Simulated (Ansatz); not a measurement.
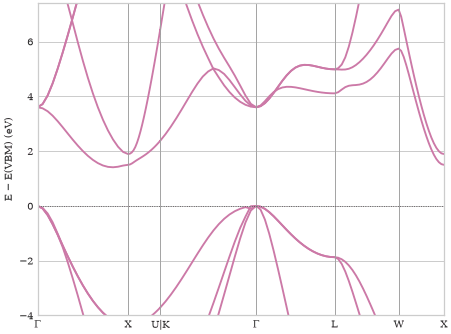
Figure: Band structure from r²SCAN (plane waves, PAW; program Ansatz)

**Question.** Read off the gap and where the band edges lie.

**Answer.** About 1.4 eV (1.41 eV by a search for the band edges); maximum at Γ, minimum on the Γ–X line, 83 % of the way from Γ.

The material is BP (zinc blende, F-43m).

Symmetry was held in the r²SCAN relaxation; phonons on a q-mesh show no instability. The volume moved by 17 % from the start of the relaxation.

Potentials: the later of the program's two PAW sets.
